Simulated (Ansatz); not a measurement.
# As2H3+ (singlet): correlated methods under varied settings

Aim: run As2H3+ (singlet) at one geometry under a spread of methods and options, and see what each costs and gives.

Method: the settings change from run to run; program: Ansatz 0.2.0, Gaussian basis.

22 further runs of the same task are left out: 8 that didn't finish, 14 set aside as unsound or not needed. Runs told in other sessions of the task aren't counted.

### 1 The geometry

The geometry is a PBE0/def2-TZVP stationary point (not a proven minimum) of the parent state, kept for this charge and spin. No spin-orbit coupling is included. The filled d shell of As may be among the frozen orbitals whatever the setting's name suggests.

5 atoms, charge 1, spin multiplicity 1.

Atoms are counted from 1 here; the program's logs count them from 0.

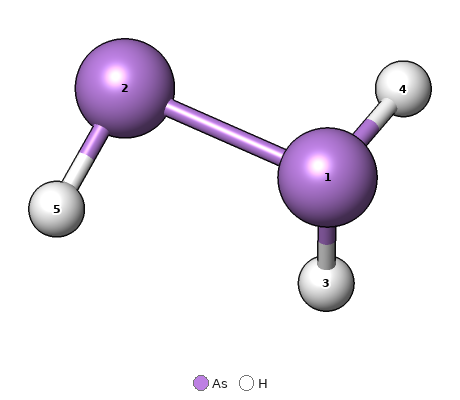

The structure; arsenic purple, hydrogen white; atoms are numbered from 1 in the order of the file.

Geometry (Å):

```xyz
5
charge 1, multiplicity 1
As    0.0449    0.0284    1.2002
As   -0.0206   -0.0401   -1.2193
H    -1.2955    0.7361    1.3538
H    -0.5789   -1.3514    1.3532
H     0.0639    1.4846   -1.2822
```

### 2 BCCD on RHF/cc-pVDZ

File in.yaml:

```yaml
crystal:
  periodic: [false, false, false]
  atoms:
    - {symbol: As, position_ang: [0.044935, 0.028439, 1.200164]}
    - {symbol: As, position_ang: [-0.020577, -0.040135, -1.219332]}
    - {symbol: H, position_ang: [-1.295538, 0.736132, 1.353769]}
    - {symbol: H, position_ang: [-0.578949, -1.351358, 1.353196]}
    - {symbol: H, position_ang: [0.063884, 1.484618, -1.282235]}
basis:
  gaussian: {orbitals: cc-pVDZ}
total_charge: 1
magnetization: {spin_polarized: false}
correlation: {method: bccd, electrons: valence}
scf: {lower_state_search: light}
output: {forces: true}
```

Command:

```
$ ansatz run in.yaml --threads 1 --pin off --events-out ev --progress --plain --max-ram 2393MiB
```

Standard output, shortened:

```text
Functional definition: HF
  name "HF"
  cite "Fock, Z. Phys. 61, 126 (1930) doi:10.1007/BF01340294"
  parent pbe
[...]
788 factors; integrals over basis functions are off by at most 1.3e-3 eV
[...]
mean field -121628.69962760 eV, -4469.7722684205 hartree, gradient 1.8e-6 eV, S^2 0.000000; 0 other end points of the search recorded, 0 dependent functions left out; unrestricted orbitals would lower it
18 core orbitals not correlated: weight in the atoms' cores, before any rotation towards them, 1.000 or more for the frozen orbitals, at most 0.000 for the correlated occupied ones
reference -121628.69962760 eV, -4469.7722684205 hartree; 16, 16 occupied and 35, 35 virtual orbitals, 788 factors
second order -6.41830597 eV of doubles, -0.00000000 eV of singles
cycle   1  -7.12993925 eV  change   -7.1e-1 eV  update   1.0e-1
[...]
cycle  16  -7.51364682 eV  change    2.9e-7 eV  update   1.1e-6
[...]
Total energy: -121636.21327441 eV, -4470.0483898481 hartree
Atom 0 at     0.044935     0.028439     1.200164 Å, force    -0.668406    -0.504958    -0.627675 eV/Å
Atom 1 at    -0.020577    -0.040135    -1.219332 Å, force     0.251738     0.138733     0.628151 eV/Å
Atom 2 at    -1.295538     0.736132     1.353769 Å, force     0.276642     0.367066    -0.000815 eV/Å
Atom 3 at    -0.578949    -1.351358     1.353196 Å, force     0.312257     0.003097     0.079645 eV/Å
Atom 4 at     0.063884     1.484618    -1.282235 Å, force    -0.172232    -0.003939    -0.079306 eV/Å
Dipole moment:    -0.157445     0.094055    -0.199281 e Å
```

Run time: 14 s. Hardware: 1 thread of Arm Neoverse V1, shared host.

From the report: correlation -7.5136 eV; largest double amplitude 0.11.

### 3 HF/def2-SVP

Edit in.yaml of step 2 so:

```diff
@@ -9,7 +9,6 @@
 basis:
-  gaussian: {orbitals: cc-pVDZ}
+  gaussian: {orbitals: def2-SVP, fitting: {mean_field: def2-universal-jkfit}, point_charges: [{charge: -1.00, position_ang: [4.503, -0.802, 0.514]}]}
 total_charge: 1
-magnetization: {spin_polarized: false}
-correlation: {method: bccd, electrons: valence}
-scf: {lower_state_search: light}
-output: {forces: true}
+magnetization: {spin_polarized: true, initial_magnetization: 0}
+hamiltonian: {xc: hf}
+output: {forces: true, orbitals: {seedname: orbitals}}
```

Same command.

Standard output, shortened:

```text
Functional definition: HF
  name "HF"
  cite "Fock, Z. Phys. 61, 126 (1930) doi:10.1007/BF01340294"
  parent pbe
[...]
586 factors; integrals over basis functions are off by at most 3.8e-1 eV
[...]
mean field -121618.31033510 eV, -4469.3904689634 hartree, gradient 2.1e-5 eV, S^2 0.659008; 3 other end points of the search recorded, 0 dependent functions left out
[...]
reference -121618.31033510 eV, -4469.3904689634 hartree; 34, 34 occupied and 45, 45 virtual orbitals, 586 factors
Total energy: -121618.31033510 eV, -4469.3904689634 hartree
Atom 0 at     0.044935     0.028439     1.200164 Å, force    -0.848092    -0.864324    -0.502172 eV/Å
Atom 1 at    -0.020577    -0.040135    -1.219332 Å, force     0.590936     0.694509     0.425077 eV/Å
Atom 2 at    -1.295538     0.736132     1.353769 Å, force     0.447251     0.191634     0.106423 eV/Å
Atom 3 at    -0.578949    -1.351358     1.353196 Å, force     0.498859     0.253837     0.318331 eV/Å
Atom 4 at     0.063884     1.484618    -1.282235 Å, force    -0.070711    -0.380200    -0.277988 eV/Å
Dipole moment:     0.077105     0.045666    -0.009290 e Å
```

Wall time 11 s (1 thread of Arm Neoverse V1, shared host).

From the report: ⟨S²⟩ of the determinant 0.659 (pure singlet: 0.00). The determinant of HF (⟨S²⟩ 0.66) is far from a pure spin state, so its energy mixes those of several spin states; that is harmless only where they are near-degenerate.

### 4 BCCD(T) on RHF/cc-pVDZ

File in.yaml:

```yaml
crystal:
  periodic: [false, false, false]
  atoms:
    - {symbol: As, position_ang: [0.044935, 0.028439, 1.200164]}
    - {symbol: As, position_ang: [-0.020577, -0.040135, -1.219332]}
    - {symbol: H, position_ang: [-1.295538, 0.736132, 1.353769]}
    - {symbol: H, position_ang: [-0.578949, -1.351358, 1.353196]}
    - {symbol: H, position_ang: [0.063884, 1.484618, -1.282235]}
basis:
  gaussian: {orbitals: cc-pVDZ}
total_charge: 1
magnetization: {spin_polarized: false}
correlation: {method: bccd_t, electrons: outside_noble_gas}
scf: {lower_state_search: light}
```

Launched as before.

Standard output, shortened:

```text
Functional definition: HF
  name "HF"
  cite "Fock, Z. Phys. 61, 126 (1930) doi:10.1007/BF01340294"
  parent pbe
[...]
788 factors; integrals over basis functions are off by at most 1.3e-3 eV
[...]
mean field -121628.69962760 eV, -4469.7722684205 hartree, gradient 1.8e-6 eV, S^2 0.000000; 0 other end points of the search recorded, 0 dependent functions left out; unrestricted orbitals would lower it
28 core orbitals not correlated: weight in the atoms' cores, before any rotation towards them, 1.000 or more for the frozen orbitals, at most 0.000 for the correlated occupied ones
reference -121628.69962760 eV, -4469.7722684205 hartree; 6, 6 occupied and 35, 35 virtual orbitals, 788 factors
second order -5.45336925 eV of doubles, -0.00000000 eV of singles
cycle   1  -6.24685011 eV  change   -7.9e-1 eV  update   9.8e-2
[...]
cycle  14  -6.61126916 eV  change    1.7e-6 eV  update   6.6e-6
perturbative correction -0.28097981 eV, -0.0103258174 hartree
Total energy: -121635.59187656 eV, -4470.0255538982 hartree
```

Wall time 3 s (1 thread of Arm Neoverse V1, shared host).

From the report: correlation -6.8922 eV; largest double amplitude 0.11.

### 5 NEVPT2(2,5)/STO-3G

Edit in.yaml of step 4 so:

```diff
@@ -9,6 +9,4 @@
 basis:
-  gaussian: {orbitals: cc-pVDZ}
+  gaussian: {orbitals: STO-3G}
 total_charge: 1
-magnetization: {spin_polarized: false}
-correlation: {method: bccd_t, electrons: outside_noble_gas}
-scf: {lower_state_search: light}
+correlation: {method: sc_nevpt2, electrons: all, active_space: {window: {electrons: 2, orbitals: 5}}}
```

Launched as before.

Standard output:

```text
Functional definition: HF
  name "HF"
  cite "Fock, Z. Phys. 61, 126 (1930) doi:10.1007/BF01340294"
  parent pbe
  exchange = exact_x
  correlation = 0
396 factors; integrals over basis functions are off by at most 2.9e-5 eV
mean field evaluation 1: about -120276.0973 eV, gradient 9.0e0 eV
mean field evaluation 2: about -120276.1012 eV, gradient 9.0e0 eV
mean field evaluation 4: about -120276.5998 eV, gradient 1.0e0 eV
mean field evaluation 8: about -120276.6185 eV, gradient 3.9e-3 eV
mean field -120276.61853842 eV, -4420.0842048668 hartree, gradient 3.2e-6 eV, S^2 0.000000; 1 other end points of the search recorded, 0 dependent functions left out; unrestricted orbitals would lower it
reference -120276.61853842 eV, -4420.0842048668 hartree; 34, 34 occupied and 5, 5 virtual orbitals, 396 factors
state -120277.19006941 eV, -4420.1052082433 hartree
state -120277.19006941 eV, -4420.1052082433 hartree; corrected -120278.69185250 eV, -4420.1603977539 hartree
WARN: 1 active orbitals are nearly empty or full. The corrections depend on them more than the energy does, and are more stable in an active space without them
Total energy: -120278.69185250 eV, -4420.1603977539 hartree
```

Wall time 2.6 s (1 thread of Arm Neoverse V1, shared host).

From the report: 25 determinants; active occupations 1.87, 0.13, 0.00, 0.00, 0.00. The report marks this result as in doubt.

### 6 BCCD(T) on RHF/def2-mTZVP

Edit in.yaml of step 5 so:

```diff
@@ -9,4 +9,8 @@
 basis:
-  gaussian: {orbitals: STO-3G}
+  gaussian: {orbitals: def2-mTZVP}
 total_charge: 1
-correlation: {method: sc_nevpt2, electrons: all, active_space: {window: {electrons: 2, orbitals: 5}}}
+magnetization: {spin_polarized: false}
+hamiltonian: {pseudopotentials: {relativity: scalar}}
+correlation: {method: bccd_t, electrons: outside_noble_gas}
+scf: {omitted_lower_state_checks: [cluster_reference]}
+output: {forces: true}
```

Launched as before.

Standard output, shortened:

```text
Functional definition: HF
  name "HF"
  cite "Fock, Z. Phys. 61, 126 (1930) doi:10.1007/BF01340294"
  parent pbe
[...]
857 factors; integrals over basis functions are off by at most 6.9e-4 eV
[...]
mean field -122689.19455974 eV, -4508.7447383474 hartree, gradient 1.2e-6 eV, S^2 0.000000; 0 other end points of the search recorded, 0 dependent functions left out; unrestricted orbitals would lower it
28 core orbitals not correlated: weight in the atoms' cores, before any rotation towards them, 1.000 or more for the frozen orbitals, at most 0.000 for the correlated occupied ones
reference -122689.19455974 eV, -4508.7447383474 hartree; 6, 6 occupied and 47, 47 virtual orbitals, 857 factors
second order -5.16598901 eV of doubles, -0.00000000 eV of singles
cycle   1  -5.88555255 eV  change   -7.2e-1 eV  update   1.0e-1
[...]
cycle  16  -6.26315583 eV  change    1.0e-6 eV  update   1.2e-6
perturbative correction -0.29267126 eV, -0.0107554705 hartree
[...]
Total energy: -122695.75038683 eV, -4508.9856605493 hartree
Relativity: scalar
Atom 0 at     0.044935     0.028439     1.200164 Å, force    -0.510903    -0.457050    -0.755748 eV/Å
Atom 1 at    -0.020577    -0.040135    -1.219332 Å, force     0.285626    -0.063107     0.647779 eV/Å
Atom 2 at    -1.295538     0.736132     1.353769 Å, force     0.132095     0.466069     0.072278 eV/Å
Atom 3 at    -0.578949    -1.351358     1.353196 Å, force     0.257695    -0.153014     0.131155 eV/Å
Atom 4 at     0.063884     1.484618    -1.282235 Å, force    -0.164513     0.207102    -0.095464 eV/Å
Dipole moment:    -0.163460     0.095698    -0.150108 e Å
Checks for a lower state left out: cluster_reference
```

It took 10 s on 1 thread of Arm Neoverse V1, shared host.

From the report: correlation -6.5558 eV; largest double amplitude 0.10.

### 7 CCSD on RHF/cc-pVDZ

Edit in.yaml of step 6 so:

```diff
@@ -9,8 +9,5 @@
 basis:
-  gaussian: {orbitals: def2-mTZVP}
+  gaussian: {orbitals: cc-pVDZ}
 total_charge: 1
 magnetization: {spin_polarized: false}
-hamiltonian: {pseudopotentials: {relativity: scalar}}
-correlation: {method: bccd_t, electrons: outside_noble_gas}
-scf: {omitted_lower_state_checks: [cluster_reference]}
-output: {forces: true}
+correlation: {method: ccsd, electrons: outside_noble_gas, diis_vectors: 12}
```

Same command.

Standard output, shortened:

```text
Functional definition: HF
  name "HF"
  cite "Fock, Z. Phys. 61, 126 (1930) doi:10.1007/BF01340294"
  parent pbe
[...]
788 factors; integrals over basis functions are off by at most 1.3e-3 eV
[...]
mean field -121628.69962760 eV, -4469.7722684205 hartree, gradient 1.8e-6 eV, S^2 0.000000; 0 other end points of the search recorded, 0 dependent functions left out; unrestricted orbitals would lower it
28 core orbitals not correlated: weight in the atoms' cores, before any rotation towards them, 1.000 or more for the frozen orbitals, at most 0.000 for the correlated occupied ones
reference -121628.69962760 eV, -4469.7722684205 hartree; 6, 6 occupied and 35, 35 virtual orbitals, 788 factors
second order -5.45336925 eV of doubles, -0.00000000 eV of singles
cycle   1  -6.21667928 eV  change   -7.6e-1 eV  update   9.8e-2
[...]
cycle  13  -6.63978021 eV  change    9.1e-6 eV  update   9.2e-6
Total energy: -121635.33940781 eV, -4470.0162758426 hartree
```

Run time: 2.6 s. Hardware: 1 thread of Arm Neoverse V1, shared host.

From the report: correlation -6.6398 eV; T1 0.041; largest double amplitude 0.11.

### 8 All runs side by side

Where basis and cores are those of an earlier RCCSDT(Q)/cc-pVDZ run (-121635.6628 eV), and the records show the same count of frozen orbitals and kind of state, the miss against it is given; a blank cell means that this couldn't be shown. † marks a result that the program doubts.

| level | correlated | functions | energy (eV) | from RCCSDT(Q) (meV) | time |
| --- | --- | --- | --- | --- | --- |
| BCCD on RHF/cc-pVDZ | valence | 69 | -121636.2133 |  | 14 s |
| HF/def2-SVP (beside a point charge) |  | 79 | -121618.3103 |  | 11 s |
| BCCD(T) on RHF/cc-pVDZ | outside noble gas | 69 | -121635.5919 | 70.9 | 3 s |
| NEVPT2(2,5)/STO-3G † | all | 39 | -120278.6919 |  | 2.6 s |
| BCCD(T) on RHF/def2-mTZVP (relativity set) | outside noble gas | 81 | -122695.7504 |  | 10 s |
| CCSD on RHF/cc-pVDZ | outside noble gas | 69 | -121635.3394 | 323.4 | 2.6 s |

### 9 What came out

```
quantity                        value
    runs                            6
quickest  NEVPT2(2,5)/STO-3G †, 2.6 s
 slowest    BCCD on RHF/cc-pVDZ, 14 s
```

Total energies in different bases, with other cores or another treatment of relativity can't be set against each other. «valence» and «outside noble gas» are the program's key words; the logs give how many orbitals each freezes, and for Ga to Kr the 3d shell needn't follow the word's plain sense. BCCD on RHF/cc-pVDZ took 5 times as long as NEVPT2(2,5)/STO-3G †; the jobs differ in more than the method. Among the correlated runs with a miss given, it spans +71 to +323 meV.
